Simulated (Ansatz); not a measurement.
# Two runs on Si$_{2}$H$_{7}$F

System: Si$_{2}$H$_{7}$F.
Method of the first run: RKS PBE-D4/STO-3G (Ansatz 0.2.0).

The geometry comes from this level: PBE0-D4/def2-TZVP. Text and figures count atoms from 1; the logs count them from 0 in places.

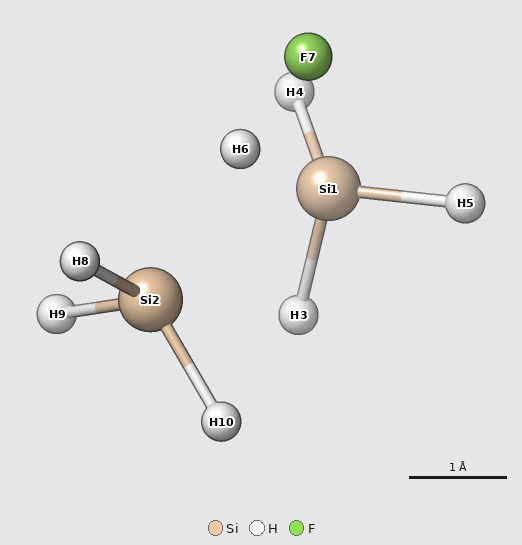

Fig. 1: The structure (ball-and-stick view, seen at a tilt; atoms are numbered from 1 in the order of the input). Bond lengths as drawn: H–Si 1.48 to 1.51 Å.

## The input, the first run
```yaml
crystal:
  periodic: [false, false, false]
  atoms:
    - {symbol: Si, position_ang: [-0.950754, 0.704174, -0.304484]}
    - {symbol: Si, position_ang: [0.926038, -0.989954, 0.143378]}
    - {symbol: H, position_ang: [-1.245965, -0.523757, -1.129283]}
    - {symbol: H, position_ang: [-2.108598, 0.783325, 0.609134]}
    - {symbol: H, position_ang: [-0.769612, 1.758685, -1.322714]}
    - {symbol: H, position_ang: [0.519516, 0.693158, 0.710779]}
    - {symbol: F, position_ang: [0.089302, 1.777749, 0.957650]}
    - {symbol: H, position_ang: [2.138970, -0.939539, 1.010939]}
    - {symbol: H, position_ang: [0.054780, -2.102055, 0.592219]}
    - {symbol: H, position_ang: [1.346323, -1.161886, -1.267718]}
basis:
  gaussian: {orbitals: STO-3G}
hamiltonian: {xc: pbe, dispersion: d4}
```

Launched with:
```bash
ansatz run in.yaml --threads 4 --pin off --events-out ev --progress --plain --max-ram 9574MiB
```

Hardware: 4 threads of Arm Neoverse V1, 23 GiB of memory available, shared host.

## Output (the first run)
```
Functional definition: PBE
  parameter kappa = 0.804
  parameter beta = 0.06672455060314922
  exchange = pbe_x(kappa = kappa, mu = beta*pi^2/3)
  correlation = pbe_c(beta = beta)
363 factors; integrals over basis functions are off by at most 3.6e-5 eV
mean field evaluation 1: about -18346.1827 eV, gradient 2.7e1 eV
mean field evaluation 2: about -18340.1914 eV, gradient 5.4e1 eV
mean field evaluation 4: about -18348.5855 eV, gradient 3.6e0 eV
mean field evaluation 8: about -18348.5823 eV, gradient 3.1e-2 eV
mean field -18348.58233683 eV, -674.2979637625 hartree, gradient 2.9e-5 eV, S^2 0.000000; 0 other end points of the search recorded, 0 dependent functions left out
reference -18348.58235639 eV, -674.2979644814 hartree; 22, 22 occupied and 8, 8 virtual orbitals, 363 factors
Total energy: -18348.75802382 eV, -674.3044201404 hartree
```

For the second run the input was changed thus:
```diff
-    - {symbol: Si, position_ang: [-0.950754, 0.704174, -0.304484]}
-    - {symbol: Si, position_ang: [0.926038, -0.989954, 0.143378]}
-    - {symbol: H, position_ang: [-1.245965, -0.523757, -1.129283]}
-    - {symbol: H, position_ang: [-2.108598, 0.783325, 0.609134]}
-    - {symbol: H, position_ang: [-0.769612, 1.758685, -1.322714]}
-    - {symbol: H, position_ang: [0.519516, 0.693158, 0.710779]}
-    - {symbol: F, position_ang: [0.089302, 1.777749, 0.957650]}
-    - {symbol: H, position_ang: [2.138970, -0.939539, 1.010939]}
-    - {symbol: H, position_ang: [0.054780, -2.102055, 0.592219]}
-    - {symbol: H, position_ang: [1.346323, -1.161886, -1.267718]}
+    - {symbol: Si, position_ang: [-1.595261, 1.395892, -0.409500]}
+    - {symbol: Si, position_ang: [1.570023, -1.410266, 0.385387]}
+    - {symbol: H, position_ang: [-1.086988, 0.043794, -0.742034]}
+    - {symbol: H, position_ang: [-2.922663, 1.304982, 0.242308]}
+    - {symbol: H, position_ang: [-1.664828, 2.237487, -1.626878]}
+    - {symbol: H, position_ang: [1.510785, -0.078323, 1.036702]}
+    - {symbol: F, position_ang: [-0.575679, 2.078491, 0.617033]}
+    - {symbol: H, position_ang: [2.772510, -2.145128, 0.854030]}
+    - {symbol: H, position_ang: [0.352167, -2.187038, 0.731320]}
+    - {symbol: H, position_ang: [1.639934, -1.239991, -1.088467]}
```

Predict how the results change.

With the same method and basis, the second run lies 57.9 kcal/mol lower.

## Output (the second run)
```
Functional definition: PBE
  parameter kappa = 0.804
  parameter beta = 0.06672455060314922
  exchange = pbe_x(kappa = kappa, mu = beta*pi^2/3)
  correlation = pbe_c(beta = beta)
347 factors; integrals over basis functions are off by at most 3.2e-5 eV
mean field evaluation 1: about -18349.0137 eV, gradient 2.5e1 eV
mean field evaluation 2: about -18348.6104 eV, gradient 2.8e1 eV
mean field evaluation 4: about -18351.1889 eV, gradient 7.8e-1 eV
mean field evaluation 8: about -18351.1367 eV, gradient 3.3e-3 eV
mean field -18351.13674640 eV, -674.3918365830 hartree, gradient 2.3e-5 eV, S^2 0.000000; 0 other end points of the search recorded, 0 dependent functions left out
reference -18351.13676865 eV, -674.3918374006 hartree; 22, 22 occupied and 8, 8 virtual orbitals, 347 factors
Total energy: -18351.26731940 eV, -674.3966350523 hartree
```

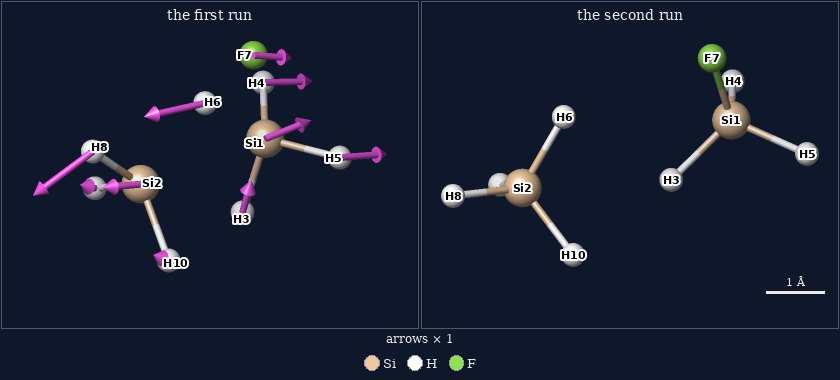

Fig. 2: The two input geometries at one scale (ball-and-stick view, seen at a tilt). The pink arrows on the first give the shifts of the atoms after the best rigid fit, at true length. The largest move after the best rigid fit is that of an H atom, 1.32 Å. Largest moves by element: H 1.32 Å, Si 0.94 Å, F 0.86 Å. Among the contacts that change: F–Si 1.956 → 1.600 Å, H–Si 1.822 → 1.484 Å, H–Si 1.508 → 1.482 Å, H–Si 1.477 → 1.482 Å.

## The two runs side by side

| quantity | the first run | the second run |
| --- | --- | --- |
| outcome | converged | converged |
| total energy (hartree) | −674.304420 | −674.396635 |
| basis functions | 30 | 30 |
